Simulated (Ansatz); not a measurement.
**Nudged elastic band, with input and output: BSiH4O2F (part 1 of 2)**

System: BSiH4O2F.
Method: RKS PBE0/6-31G* (Ansatz 0.2.0).

The run did not end well. It belongs to a series of runs on one base structure; here: band between the two ends.

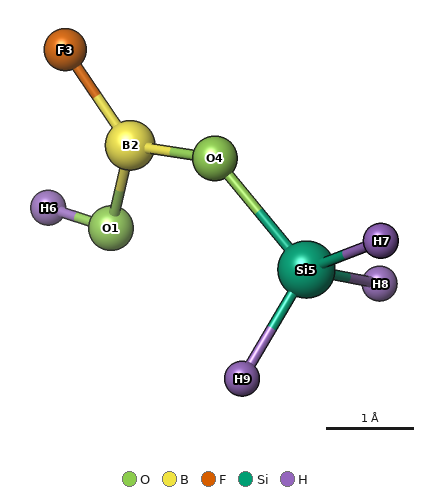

*The structure as given in the input (ball-and-stick view, seen at an oblique angle; atoms are numbered from 1 in the order of the input).*

Bond lengths as drawn: B–F 1.34 Å, B–O 1.35 to 1.36 Å, H–O 0.96 Å, H–Si 1.48 to 1.49 Å and O–Si 1.67 Å.

Input file
```yaml
crystal:
  periodic: [false, false, false]
  atoms:
    - { symbol: O, position_ang: [-1.580626, 0.52515, 0.37062] }
    - { symbol: B, position_ang: [-0.377785, 1.164208, 0.351103] }
    - { symbol: F, position_ang: [-0.300934, 2.459025, 0.668476] }
    - { symbol: O, position_ang: [0.752187, 0.504866, 0.009352] }
    - { symbol: Si, position_ang: [0.918387, -1.102761, -0.416205] }
    - { symbol: H, position_ang: [-2.299676, 1.112899, 0.630823] }
    - { symbol: H, position_ang: [2.36278, -1.313423, -0.684534] }
    - { symbol: H, position_ang: [0.132602, -1.407047, -1.641755] }
    - { symbol: H, position_ang: [0.481566, -1.989117, 0.695019] }
basis:
  gaussian: { orbitals: "6-31G*" }
hamiltonian:
  xc: pbe0
neb:
  order_check: false
  images: 7
  f_tol: 0.05
  max_iterations: 60
  optimiser: fire
  climbing: true
  final_atoms:
    - { symbol: O, position_ang: [-1.46381327, 0.93672411, 1.03644962] }
    - { symbol: B, position_ang: [-0.43087577, 1.37935954, 0.27215867] }
    - { symbol: F, position_ang: [-0.29333705, 2.69262857, 0.14728338] }
    - { symbol: O, position_ang: [0.46969324, 0.5845332, -0.37298681] }
    - { symbol: Si, position_ang: [0.76991058, -1.03635648, -0.51790956] }
    - { symbol: H, position_ang: [-1.51576586, -0.02463036, 1.08427668] }
    - { symbol: H, position_ang: [2.09248932, -1.35164703, 0.07610178] }
    - { symbol: H, position_ang: [0.74403934, -1.41545738, -1.95167719] }
    - { symbol: H, position_ang: [-0.28383953, -1.81135418, 0.20920244] }
  initial_path:
    images:
      - { positions_ang: [[-1.580626, 0.52515, 0.37062], [-0.377785, 1.164208, 0.351103], [-0.300934, 2.459025, 0.668476], [0.752187, 0.504866, 0.009352], [0.918387, -1.102761, -0.416205], [-2.299676, 1.112899, 0.630823], [2.36278, -1.313423, -0.684534], [0.132602, -1.407047, -1.641755], [0.481566, -1.989117, 0.695019]] }
      - { positions_ang: [[-1.64710653, 0.63980277, 0.47456925], [-0.4299836, 1.17588466, 0.3023239], [-0.15311425, 2.39792032, 0.66743138], [0.52497773, 0.49842734, -0.25657891], [0.83638563, -1.0648353, -0.44453486], [-1.91335857, 0.84947749, 0.72831834], [2.2269426, -1.12853273, -0.44974014], [0.35805706, -1.48619357, -1.65233895], [0.28570093, -1.928151, 0.61344899]] }
      - { positions_ang: [[-1.71358707, 0.75445554, 0.5785185], [-0.4821822, 1.18756133, 0.25354479], [-0.00529451, 2.33681565, 0.66638677], [0.29776847, 0.49198868, -0.52250981], [0.75438426, -1.02690959, -0.47286472], [-1.52704114, 0.58605599, 0.82581368], [2.0911052, -0.94364245, -0.21494627], [0.58351212, -1.56534013, -1.66292291], [0.08983586, -1.86718501, 0.53187897]] }
      - { positions_ang: [[-1.7800676, 0.8691083, 0.68246776], [-0.5343808, 1.19923799, 0.20476569], [0.14252524, 2.27571097, 0.66534215], [0.0705592, 0.48555003, -0.78844072], [0.67238289, -0.98898389, -0.50119458], [-1.1407237, 0.32263448, 0.92330901], [1.9552678, -0.75875218, 0.01984759], [0.80896717, -1.6444867, -1.67350686], [-0.10602921, -1.80621901, 0.45030896]] }
      - { positions_ang: [[-1.84654814, 0.98376107, 0.78641701], [-0.5865794, 1.21091466, 0.15598658], [0.29034498, 2.21460629, 0.66429754], [-0.15665006, 0.47911137, -1.05437162], [0.59038152, -0.95105818, -0.52952445], [-0.75440627, 0.05921298, 1.02080435], [1.81943041, -0.57386191, 0.25464146], [1.03442223, -1.72363327, -1.68409081], [-0.30189427, -1.74525302, 0.36873895]] }
      - { positions_ang: [[-1.75086442, 0.97200183, 0.84892516], [-0.54765349, 1.25302588, 0.1850296], [0.14442447, 2.33411186, 0.535044], [-6.424e-05, 0.50546683, -0.88402542], [0.63526379, -0.97238275, -0.52662072], [-0.94474617, 0.03825214, 1.03667243], [1.88769513, -0.76830819, 0.21000654], [0.96182651, -1.6465893, -1.75098741], [-0.29738059, -1.76177831, 0.32885482]] }
      - { positions_ang: [[-1.6551807, 0.96024259, 0.91143331], [-0.50872758, 1.2951371, 0.21407262], [-0.00149604, 2.45361743, 0.40579046], [0.15652159, 0.53182229, -0.71367922], [0.68014605, -0.99370733, -0.523717], [-1.13508606, 0.01729131, 1.05254052], [1.95595986, -0.96275447, 0.16537162], [0.88923079, -1.56954532, -1.817884], [-0.2928669, -1.7783036, 0.28897069]] }
      - { positions_ang: [[-1.55949698, 0.94848335, 0.97394147], [-0.46980168, 1.33724832, 0.24311565], [-0.14741655, 2.573123, 0.27653692], [0.31310741, 0.55817775, -0.54333301], [0.72502831, -1.0150319, -0.52081328], [-1.32542596, -0.00366953, 1.0684086], [2.02422459, -1.15720075, 0.1207367], [0.81663507, -1.49250135, -1.8847806], [-0.28835321, -1.79482889, 0.24908657]] }
      - { positions_ang: [[-1.46381327, 0.93672411, 1.03644962], [-0.43087577, 1.37935954, 0.27215867], [-0.29333705, 2.69262857, 0.14728338], [0.46969324, 0.5845332, -0.37298681], [0.76991058, -1.03635648, -0.51790956], [-1.51576586, -0.02463036, 1.08427668], [2.09248932, -1.35164703, 0.07610178], [0.74403934, -1.41545738, -1.95167719], [-0.28383953, -1.81135418, 0.20920244]] }
```

Machine: 2 threads of AMD EPYC (Zen 4), 16 GiB of memory available, shared host.

Command:
```bash
ansatz run input.yaml --threads 2 --pin off --max-ram 3072MiB --backend cpu --events-out ev --progress --plain --runs-dir out
```

Log
```
Engine: ansatz 0.2.0, x86_64-unknown-linux-gnu
Functional definition: PBE0
  parameter a = 0.25
  parameter kappa = 0.804
  parameter beta = 0.06672455060314922
  exchange = (1 - a)*pbe_x(kappa = kappa, mu = beta*pi^2/3) + a*exact_x
  correlation = pbe_c(beta = beta)
879 factors; integrals over basis functions are off by at most 7.0e-4 eV
mean field evaluation 1: about -15417.6528 eV, gradient 5.9e1 eV
mean field evaluation 2: about -15412.0820 eV, gradient 8.2e1 eV
mean field evaluation 4: about -15423.2877 eV, gradient 2.9e0 eV
mean field evaluation 8: about -15423.3248 eV, gradient 2.1e-1 eV
mean field -15423.32489336 eV, -566.7967355258 hartree, gradient 3.2e-5 eV, S^2 0.000000; 0 other end points of the search recorded, 0 dependent functions left out
the calculation of the forces begins
reference -15423.32491705 eV, -566.7967363965 hartree; 24, 24 occupied and 63, 63 virtual orbitals, 879 factors
879 factors; integrals over basis functions are off by at most 7.3e-4 eV
mean field evaluation 16: about -15417.4571 eV, gradient 6.0e1 eV
mean field -15423.20904014 eV, -566.7924779986 hartree, gradient 3.4e-5 eV, S^2 0.000000; 0 other end points of the search recorded, 0 dependent functions left out
[... from here on the field's lines of each further geometry are left out, up to the last ...]
NEB iter   1: max|band force component| = 4.094e2 eV/Å  barrier→ = 71.0462 eV  barrier← = 70.9303 eV  Δτ_max = 0.2000 Å  (230 SCF iters)
NEB iter   2: max|band force component| = 5.559e1 eV/Å  barrier→ = 9.0999 eV  barrier← = 8.9841 eV  Δτ_max = 0.2000 Å  (175 SCF iters)
NEB iter   3: max|band force component| = 8.489e0 eV/Å  barrier→ = 3.9329 eV  barrier← = 3.8170 eV  Δτ_max = 0.1366 Å  (210 SCF iters)
NEB iter   4: max|band force component| = 4.616e0 eV/Å  barrier→ = 2.9509 eV  barrier← = 2.8351 eV  Δτ_max = 0.0730 Å  (204 SCF iters)
NEB iter   5: max|band force component| = 4.522e0 eV/Å  barrier→ = 2.1906 eV  barrier← = 2.0748 eV  Δτ_max = 0.0697 Å  (198 SCF iters)
NEB iter   6: max|band force component| = 3.282e0 eV/Å  barrier→ = 1.7166 eV  barrier← = 1.6008 eV  Δτ_max = 0.1170 Å  (204 SCF iters)
NEB iter   7: max|band force component| = 6.081e0 eV/Å  barrier→ = 1.7812 eV  barrier← = 1.6653 eV  Δτ_max = 0.0274 Å  (204 SCF iters)
NEB iter   8: max|band force component| = 2.887e0 eV/Å  barrier→ = 1.5008 eV  barrier← = 1.3849 eV  Δτ_max = 0.0395 Å  (175 SCF iters)
NEB iter   9: max|band force component| = 2.416e0 eV/Å  barrier→ = 1.3889 eV  barrier← = 1.2730 eV  Δτ_max = 0.0341 Å  (188 SCF iters)
NEB iter  10: max|band force component| = 3.294e0 eV/Å  barrier→ = 1.4371 eV  barrier← = 1.3212 eV  Δτ_max = 0.0133 Å  (195 SCF iters)
NEB iter  11: max|band force component| = 3.004e0 eV/Å  barrier→ = 1.3750 eV  barrier← = 1.2591 eV  Δτ_max = 0.0250 Å  (171 SCF iters)
NEB iter  12: max|band force component| = 2.363e0 eV/Å  barrier→ = 1.2904 eV  barrier← = 1.1746 eV  Δτ_max = 0.0329 Å  (175 SCF iters)
NEB iter  13: max|band force component| = 1.410e0 eV/Å  barrier→ = 1.2416 eV  barrier← = 1.1257 eV  Δτ_max = 0.0354 Å  (189 SCF iters)
NEB iter  14: max|band force component| = 2.302e0 eV/Å  barrier→ = 1.2251 eV  barrier← = 1.1093 eV  Δτ_max = 0.0366 Å  (194 SCF iters)
NEB iter  15: max|band force component| = 2.240e0 eV/Å  barrier→ = 1.1561 eV  barrier← = 1.0402 eV  Δτ_max = 0.0415 Å  (193 SCF iters)
NEB iter  16: max|band force component| = 1.252e0 eV/Å  barrier→ = 1.0445 eV  barrier← = 0.9287 eV  Δτ_max = 0.0523 Å  (198 SCF iters)
NEB iter  17: max|band force component| = 1.725e0 eV/Å  barrier→ = 0.9749 eV  barrier← = 0.8591 eV  Δτ_max = 0.0617 Å  (203 SCF iters)
NEB iter  18: max|band force component| = 1.734e0 eV/Å  barrier→ = 0.9307 eV  barrier← = 0.8149 eV  Δτ_max = 0.0738 Å  (197 SCF iters)
NEB iter  19: max|band force component| = 1.276e0 eV/Å  barrier→ = 0.8274 eV  barrier← = 0.7115 eV  Δτ_max = 0.0898 Å  (202 SCF iters)
NEB iter  20: max|band force component| = 8.629e-1 eV/Å  barrier→ = 0.7219 eV  barrier← = 0.6060 eV  Δτ_max = 0.0975 Å  (202 SCF iters)
NEB iter  21: max|band force component| = 1.656e0 eV/Å  barrier→ = 0.6591 eV  barrier← = 0.5433 eV  Δτ_max = 0.1046 Å  (198 SCF iters)
NEB iter  22: max|band force component| = 1.397e0 eV/Å  barrier→ = 0.6032 eV  barrier← = 0.4874 eV  Δτ_max = 0.0213 Å  (197 SCF iters)
NEB iter  23: max|band force component| = 7.481e-1 eV/Å  barrier→ = 0.5683 eV  barrier← = 0.4524 eV  Δτ_max = 0.0092 Å  (183 SCF iters)
NEB iter  24: max|band force component| = 5.347e-1 eV/Å  barrier→ = 0.5562 eV  barrier← = 0.4403 eV  Δτ_max = 0.0151 Å  (169 SCF iters)
NEB iter  25: max|band force component| = 6.334e-1 eV/Å  barrier→ = 0.5390 eV  barrier← = 0.4231 eV  Δτ_max = 0.0223 Å  (176 SCF iters)
NEB iter  26: max|band force component| = 5.034e-1 eV/Å  barrier→ = 0.5088 eV  barrier← = 0.3929 eV  Δτ_max = 0.0286 Å  (196 SCF iters)
NEB iter  27: max|band force component| = 5.086e-1 eV/Å  barrier→ = 0.5021 eV  barrier← = 0.3863 eV  Δτ_max = 0.0346 Å  (196 SCF iters)
NEB iter  28: max|band force component| = 5.382e-1 eV/Å  barrier→ = 0.4955 eV  barrier← = 0.3797 eV  Δτ_max = 0.0408 Å  (201 SCF iters)
NEB iter  29: max|band force component| = 5.763e-1 eV/Å  barrier→ = 0.4875 eV  barrier← = 0.3717 eV  Δτ_max = 0.0559 Å  (200 SCF iters)
NEB iter  30: max|band force component| = 5.210e-1 eV/Å  barrier→ = 0.4763 eV  barrier← = 0.3604 eV  Δτ_max = 0.0726 Å  (200 SCF iters)
NEB iter  31: max|band force component| = 5.526e-1 eV/Å  barrier→ = 0.4605 eV  barrier← = 0.3446 eV  Δτ_max = 0.0890 Å  (199 SCF iters)
NEB iter  32: max|band force component| = 6.612e-1 eV/Å  barrier→ = 0.4380 eV  barrier← = 0.3222 eV  Δτ_max = 0.0141 Å  (195 SCF iters)
NEB iter  33: max|band force component| = 8.726e-1 eV/Å  barrier→ = 0.4351 eV  barrier← = 0.3193 eV  Δτ_max = 0.0205 Å  (173 SCF iters)
NEB iter  34: max|band force component| = 1.138e0 eV/Å  barrier→ = 0.4325 eV  barrier← = 0.3166 eV  Δτ_max = 0.0067 Å  (178 SCF iters)
NEB iter  35: max|band force component| = 5.316e-1 eV/Å  barrier→ = 0.4312 eV  barrier← = 0.3153 eV  Δτ_max = 0.0094 Å  (160 SCF iters)
NEB iter  36: max|band force component| = 5.469e-1 eV/Å  barrier→ = 0.4294 eV  barrier← = 0.3135 eV  Δτ_max = 0.0028 Å  (164 SCF iters)
NEB iter  37: max|band force component| = 5.234e-1 eV/Å  barrier→ = 0.4285 eV  barrier← = 0.3126 eV  Δτ_max = 0.0056 Å  (141 SCF iters)
NEB iter  38: max|band force component| = 4.884e-1 eV/Å  barrier→ = 0.4267 eV  barrier← = 0.3109 eV  CI = image 2  Δτ_max = 0.0027 Å  (146 SCF iters)
NEB iter  39: max|band force component| = 4.877e-1 eV/Å  barrier→ = 0.4272 eV  barrier← = 0.3114 eV  CI = image 2  Δτ_max = 0.0053 Å  (141 SCF iters)
NEB iter  40: max|band force component| = 4.778e-1 eV/Å  barrier→ = 0.4284 eV  barrier← = 0.3125 eV  CI = image 2  Δτ_max = 0.0078 Å  (145 SCF iters)
NEB iter  41: max|band force component| = 4.456e-1 eV/Å  barrier→ = 0.4302 eV  barrier← = 0.3144 eV  CI = image 2  Δτ_max = 0.0101 Å  (147 SCF iters)
NEB iter  42: max|band force component| = 3.841e-1 eV/Å  barrier→ = 0.4327 eV  barrier← = 0.3168 eV  CI = image 2  Δτ_max = 0.0121 Å  (157 SCF iters)
NEB iter  43: max|band force component| = 3.273e-1 eV/Å  barrier→ = 0.4357 eV  barrier← = 0.3198 eV  CI = image 2  Δτ_max = 0.0136 Å  (163 SCF iters)
NEB iter  44: max|band force component| = 2.832e-1 eV/Å  barrier→ = 0.4393 eV  barrier← = 0.3235 eV  CI = image 2  Δτ_max = 0.0159 Å  (164 SCF iters)
NEB iter  45: max|band force component| = 2.562e-1 eV/Å  barrier→ = 0.4437 eV  barrier← = 0.3279 eV  CI = image 2  Δτ_max = 0.0179 Å  (175 SCF iters)
NEB iter  46: max|band force component| = 2.421e-1 eV/Å  barrier→ = 0.4489 eV  barrier← = 0.3331 eV  CI = image 2  Δτ_max = 0.0227 Å  (175 SCF iters)
NEB iter  47: max|band force component| = 2.478e-1 eV/Å  barrier→ = 0.4545 eV  barrier← = 0.3386 eV  CI = image 2  Δτ_max = 0.0029 Å  (175 SCF iters)
NEB iter  48: max|band force component| = 2.400e-1 eV/Å  barrier→ = 0.4548 eV  barrier← = 0.3389 eV  CI = image 2  Δτ_max = 0.0057 Å  (146 SCF iters)
NEB iter  49: max|band force component| = 2.246e-1 eV/Å  barrier→ = 0.4554 eV  barrier← = 0.3396 eV  CI = image 2  Δτ_max = 0.0083 Å  (151 SCF iters)
NEB iter  50: max|band force component| = 2.020e-1 eV/Å  barrier→ = 0.4563 eV  barrier← = 0.3405 eV  CI = image 2  Δτ_max = 0.0106 Å  (153 SCF iters)
NEB iter  51: max|band force component| = 1.730e-1 eV/Å  barrier→ = 0.4573 eV  barrier← = 0.3414 eV  CI = image 2  Δτ_max = 0.0125 Å  (157 SCF iters)
NEB iter  52: max|band force component| = 1.465e-1 eV/Å  barrier→ = 0.4581 eV  barrier← = 0.3423 eV  CI = image 2  Δτ_max = 0.0138 Å  (156 SCF iters)
NEB iter  53: max|band force component| = 1.327e-1 eV/Å  barrier→ = 0.4587 eV  barrier← = 0.3428 eV  CI = image 2  Δτ_max = 0.0162 Å  (163 SCF iters)
NEB iter  54: max|band force component| = 1.180e-1 eV/Å  barrier→ = 0.4587 eV  barrier← = 0.3428 eV  CI = image 2  Δτ_max = 0.0183 Å  (176 SCF iters)
NEB iter  55: max|band force component| = 1.048e-1 eV/Å  barrier→ = 0.4578 eV  barrier← = 0.3419 eV  CI = image 2  Δτ_max = 0.0217 Å  (182 SCF iters)
NEB iter  56: max|band force component| = 9.248e-2 eV/Å  barrier→ = 0.4554 eV  barrier← = 0.3396 eV  CI = image 2  Δτ_max = 0.0018 Å  (193 SCF iters)
NEB iter  57: max|band force component| = 8.754e-2 eV/Å  barrier→ = 0.4550 eV  barrier← = 0.3392 eV  CI = image 2  Δτ_max = 0.0037 Å  (135 SCF iters)
NEB iter  58: max|band force component| = 8.587e-2 eV/Å  barrier→ = 0.4542 eV  barrier← = 0.3384 eV  CI = image 2  Δτ_max = 0.0055 Å  (151 SCF iters)
NEB iter  59: max|band force component| = 9.081e-2 eV/Å  barrier→ = 0.4531 eV  barrier← = 0.3372 eV  CI = image 2  Δτ_max = 0.0072 Å  (154 SCF iters)
the calculation of the forces begins
reference -15423.16193585 eV, -566.7907469478 hartree; 24, 24 occupied and 63, 63 virtual orbitals, 879 factors
these checks for a lower state are left out or cut short: starts, cluster_reference, orbital_swaps, neighbouring_geometries, increment
879 factors; integrals over basis functions are off by at most 7.0e-4 eV
mean field -15423.19499051 eV, -566.7919616843 hartree, gradient 3.9e-5 eV, S^2 0.000000; 0 other end points of the search recorded, 0 dependent functions left out
the calculation of the forces begins
reference -15423.19501347 eV, -566.7919625280 hartree; 24, 24 occupied and 63, 63 virtual orbitals, 879 factors
NEB iter  60: max|band force component| = 9.482e-2 eV/Å  barrier→ = 0.4516 eV  barrier← = 0.3357 eV  CI = image 2  Δτ_max = 0.0093 Å  (156 SCF iters)
```
